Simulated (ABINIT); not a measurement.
# Quasiparticle gap of SiO2 (P3_221) in ABINIT, part 3 of 3

Aim: the G0W0 gap of SiO2 (P3_221) on PBE, step by step.

ABINIT 10.8.3; PBE and many-body steps on it, plane waves. Known limits of the many-body steps: not at the basis limit; coarse k mesh.

So far. Step 4 (Empty states on the mesh, 3×3×2 mesh, 236 bands): On this mesh the gap is 6.031 eV. Step 5 (Screening, 3×3×2 mesh, 216 bands, screening to 155.1 eV): Local fields lower ε∞ by 8 %. On a Γ-centred mesh this coarse the value itself is usually too large, while a short band sum pulls it down.

## 6. Self-energy, 3×3×2 mesh, 216 bands, screening to 155.1 eV

The self-energy is evaluated for the states that the input lists, and the levels follow from it, in one-shot runs by the linearised quasiparticle equation.

This step: G0W0 on PBE, plane waves, norm-conserving pseudopotentials.

run.abi

```
acell 3*1.0 Angstrom
rprim 
  4.916359999971 0.000000000007 0.000000000000
  -2.458179999991 4.257692654122 0.000000000000
  0.000000000000 0.000000000000 5.408400000000
ntypat 2
znucl 14 8
natom 9
typat 1 1 1 2 2 2 2 2 2
xred 
  0.469730000000 0.000000000000 0.666666666667
  0.000000000000 0.469730000000 0.333333333333
  0.530270000000 0.530270000000 -0.000000000000
  0.413540000000 0.267580000000 0.785580000000
  0.732420000000 0.145960000000 0.452246666667
  0.854040000000 0.586460000000 0.118913333333
  0.267580000000 0.413540000000 0.214420000000
  0.145960000000 0.732420000000 0.547753333333
  0.586460000000 0.854040000000 0.881086666667
pp_dirpath "pseudos"
pseudos "Si.upf, O.upf"
ecut 36
ngkpt 3 3 2
nshiftk 1
shiftk 0 0 0
kptopt 1
chksymbreak 0
istwfk *1
occopt 1
irdwfk 1
optdriver 4
nband 216
gwcalctyp 0
ecutsigx 36
symsigma 1
nkptgw 3
kptgw 
  0.3333333333 0.3333333333 0.0000000000
  0.0000000000 0.0000000000 0.0000000000
  0.0000000000 0.0000000000 0.5000000000
bdgw 
  22 26
  23 27
  22 26
ecuteps 5.7
irdscr 1
ppmodel 1
indata_prefix "in"
outdata_prefix "out"
tmpdata_prefix "tmp"
```

Command:

```bash
$ OMP_NUM_THREADS=1 mpirun -n 4 abinit run.abi > log
```

Numbers of over 12 decimals in the logs are rounded to 6 here.

What it wrote:

```text
.Version 10.8.3 of ABINIT. v10.8.2 released Aug 2026.

 Symmetries : space group P3_2 2 1 (#154); Bravais hP (primitive hexag.)
[... echo of the input left out ...]
== DATASET  1 ==================================================================
-   mpi_nproc: 4, omp_nthreads: 1 (-1 if OMP is not activated)

--- !DatasetInfo
iteration_state: {dtset: 1, }
dimensions: {natom: 9, nkpt: 6, mband: 216, nsppol: 1, nspinor: 1, nspden: 1, mpw: 7935, }
cutoff_energies: {ecut:  36.0, pawecutdg:  -1.0, }
electrons: {nelect:   4.80000000E+01, charge:   0.00000000E+00, occopt:   1.00000000E+00, tsmear:   1.00000000E-02, }

 SIGMA: Calculation of the GW corrections

 Based on a program developped by R.W. Godby, V. Olevano, G. Onida, and L. Reining.
 Incorporated in ABINIT by V. Olevano, G.-M. Rignanese, and M. Torrent.
.Using double precision arithmetic ; gwpc =  8

[... cell and pseudopotentials left out ...]
--------------------------------------------------------------------------------

 ==== K-mesh for the wavefunctions ====
 Number of points in the irreducible wedge :     6
[... list of points left out ...]
 Together with  6 symmetry operations and time-reversal symmetry
 yields    18 points in the full Brillouin Zone.

 ==== Q-mesh for screening function ====
 Number of points in the irreducible wedge :     6
[... list of points left out ...]
 Together with  6 symmetry operations and time-reversal symmetry
 yields    18 points in the full Brillouin Zone.

 vcoul_init : cutoff-mode = AUXILIARY_FUNCTION
 q-points for optical limit:   1
     1)      0.000010    0.000020    0.000030
 setmesh: FFT mesh size selected  =    45x   45x   60
          total number of points  =       121500

 Number of electrons calculated from density =   48.0000; Expected =   48.0000
 average of density, n =  0.062829
 r_s =    1.5605
 omega_plasma =   24.1788 [eV]

 === KS Band Gaps ===
  >>>> For spin  1
   Minimum direct gap =   6.3458 [eV], located at k-point      :   0.0000  0.0000  0.0000
   Fundamental gap    =   6.0307 [eV], Top of valence bands at :   0.3333  0.3333  0.0000
                                       Bottom of conduction at :   0.0000  0.0000  0.0000
 SIGMA fundamental parameters:
 PLASMON POLE MODEL  1
 number of plane-waves for SigmaX                 7935
 number of plane-waves for SigmaC and W            503
 number of plane-waves for wavefunctions          7935
 number of bands                                   216
 number of independent spin polarizations            1
 number of spinorial components                      1
 number of k-points in IBZ                           6
 number of q-points in IBZ                           6
 number of symmetry operations                       6
 number of k-points in BZ                           18
 number of q-points in BZ                           18
 number of frequencies for dSigma/dE                 9
 frequency step for dSigma/dE [eV]                0.25
 number of omega for Sigma on real axis              0
 max omega for Sigma on real axis  [eV]           0.00
 zcut for avoiding poles [eV]                     0.10

 EPSILON^-1 parameters (SCR file):
 dimension of the eps^-1 matrix on file            503
 dimension of the eps^-1 matrix used               503
 number of plane-waves for wavefunctions          7935
 number of bands                                   216
 number of q-points in IBZ                           6
 number of frequencies                               2
 number of real frequencies                          1
 number of imag frequencies                          1

 matrix elements of self-energy operator (all in [eV])

 Perturbative Calculation

--- !SelfEnergy_ee
iteration_state: {dtset: 1, }
kpoint     : [   0.333,    0.333,    0.000, ]
spin       : 1
KS_gap     :    8.938
QP_gap     :   11.985
Delta_QP_KS:    3.047
data: !SigmaeeData |
     Band     E0 <VxcDFT>   SigX SigC(E0)      Z dSigC/dE  Sig(E)    E-E0       E
       22  -0.237 -19.751 -25.563   4.028   0.815  -0.227 -21.206  -1.455  -1.692
       23  -0.237 -19.751 -25.563   4.028   0.815  -0.227 -21.206  -1.455  -1.692
       24   0.197 -20.112 -25.804   4.005   0.817  -0.225 -21.489  -1.378  -1.181
       25   9.135 -12.405  -7.190  -3.272   0.859  -0.164 -10.737   1.669  10.804
       26   9.135 -12.405  -7.190  -3.272   0.859  -0.164 -10.737   1.669  10.804

--- !SelfEnergy_ee
iteration_state: {dtset: 1, }
kpoint     : [   0.000,    0.000,    0.000, ]
spin       : 1
KS_gap     :    6.346
QP_gap     :    9.006
Delta_QP_KS:    2.660
data: !SigmaeeData |
     Band     E0 <VxcDFT>   SigX SigC(E0)      Z dSigC/dE  Sig(E)    E-E0       E
       23  -0.119 -19.538 -25.280   3.958   0.817  -0.224 -20.995  -1.457  -1.576
       24  -0.119 -19.538 -25.280   3.958   0.817  -0.224 -20.995  -1.457  -1.576
       25   6.227 -10.973  -6.515  -3.076   0.870  -0.150  -9.771   1.203   7.430
       26   9.525 -10.460  -5.275  -3.445   0.866  -0.155  -8.954   1.505  11.030
       27   9.525 -10.460  -5.275  -3.445   0.866  -0.155  -8.954   1.505  11.030

--- !SelfEnergy_ee
iteration_state: {dtset: 1, }
kpoint     : [   0.000,    0.000,    0.500, ]
spin       : 1
KS_gap     :    8.057
QP_gap     :   10.992
Delta_QP_KS:    2.935
data: !SigmaeeData |
     Band     E0 <VxcDFT>   SigX SigC(E0)      Z dSigC/dE  Sig(E)    E-E0       E
       22  -0.016 -19.911 -25.684   4.024   0.816  -0.225 -21.338  -1.427  -1.444
       23  -0.016 -19.911 -25.684   4.024   0.816  -0.225 -21.338  -1.427  -1.444
       24   0.108 -19.968 -25.709   4.013   0.816  -0.225 -21.378  -1.410  -1.302
       25   8.165 -12.304  -7.456  -3.078   0.861  -0.161 -10.779   1.525   9.690
       26   8.165 -12.304  -7.456  -3.078   0.861  -0.161 -10.779   1.525   9.690

== END DATASET(S) ==============================================================
================================================================================

 -outvars: echo values of variables after computation  --------
           etotal      0.0000000000E+00
            nband         216
             nkpt           6
          spgroup         154
 [... the other variables as echoed above ...]

 Calculation completed.
```

It took 57 s on 4 MPI ranks of Arm Neoverse V2, shared host; peak memory 2.1 GiB; 3.8 min of CPU time.

Numbers from this step:

* G0W0 gap on the points computed: 8.611 eV
* starting gap on the mesh: 6.031 eV
* k of the valence top: 0.3333, 0.3333, 0
* k of the conduction bottom: 0, 0, 0
* Z at the valence top: 0.817
* Z at the conduction bottom: 0.87
* least direct G0W0 gap on the computed points: 9.006 eV

The gap on the mesh goes from 6.03 eV to 8.61 eV, a correction of +2.58 eV.

Limits: finite bands, cutoff and mesh; coarse k mesh. v1 is the top filled band, c1 the lowest empty one. The levels before and after the correction (eV, zero at the valence-band top of each column):

|  | conduction bottom | valence top |
| --- | --- | --- |
| Kohn-Sham | 6.03 | 0.00 |
| G0W0 | 8.61 | 0.00 |

```csv
,level,energy (eV)
Kohn-Sham,(0.333 0.333 0) v3-v2,-0.434
Kohn-Sham,(0.333 0.333 0) v1,0.000
Kohn-Sham,(0.333 0.333 0) c1-c2,8.938
Kohn-Sham,Γ v2-v1,-0.315
Kohn-Sham,Γ c1,6.031
Kohn-Sham,Γ c2-c3,9.328
G0W0,(0.333 0.333 0) v3-v2,-0.511
G0W0,(0.333 0.333 0) v1,0.000
G0W0,(0.333 0.333 0) c1-c2,11.985
G0W0,Γ v2-v1,-0.395
G0W0,Γ c1,8.611
G0W0,Γ c2-c3,12.211
```

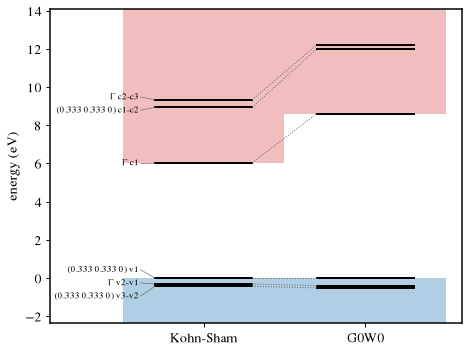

Levels before and after the correction. Shaded: valence and conduction bands.

## 7. Where the time went

Times are wall times on 4 MPI ranks of Arm Neoverse V2, shared host, good to a factor of about two.

| step | time | share | memory (GiB) |
| --- | --- | --- | --- |
| ground state | 72 s | 14 % | 0.48 |
| bands along the symmetry lines | 54 s | 11 % | 0.48 |
| empty states on the mesh | 2.7 min | 33 % | 0.55 |
| screening | 2.6 min | 31 % | 2.3 |
| self-energy | 57 s | 11 % | 2.1 |

## 8. What came out

```
PBE gap              : 6.03 eV, indirect
G0W0 gap on the mesh : 8.61 eV
GW settings          : 3×3×2 mesh, 216 bands, screening to 155.1 eV, Godby-Needs plasmon pole
known limits         : not at the basis limit; coarse k mesh
```

**Reading.** G0W0 moves the gap on the mesh from 6.03 eV to 8.61 eV (+2.58 eV), with Z of 0.82 and 0.87 at the edges. Local fields lower the RPA ε∞ on this mesh from 2.54 to 2.33; a Γ-centred mesh this coarse tends to raise both, most where the direct gap is narrow, while a short band sum lowers them. Only 3 of the mesh's irreducible points were corrected, so a valley elsewhere could overtake. Bands and cutoff are finite, so the gap is not at the basis limit. The miss can reach some tenths of an eV and take either sign; the mesh is an error of its own. In the G0W0 run levels were corrected at 3 k points alone, so a gap called «on the mesh» is the least over those, and an edge elsewhere would be missed. The 3×3×2 mesh is coarse for this cell, which bears on the long-range parts of exchange and screening.

[Paths, hosts, dates, memory and timing lines, banners, echoed tables and standing remarks are left out of the program output.]

[Logs are printed without paths, hosts, clocks, repeated set-up lines and the standing remarks that a program may print on its own settings, such as how far it seeks lower states.]

[Runs of the session that timed out or met a known fault of the program may be left out.]

[Hosts, paths, dates, database ids (printed as entryN), source tags and the programs' standing remarks are cut or masked in the printed files.]

[G0W0 gaps are taken among the corrected bands and points alone; a level outside them can change the order at an edge.]

[Where Ansatz stands beside ABINIT at settings called matched, ABINIT's density can come from a denser mesh and the files from another edition; pairs whose starting gaps differed by over 0.03 eV were left out, so agreement reads better than it is.]
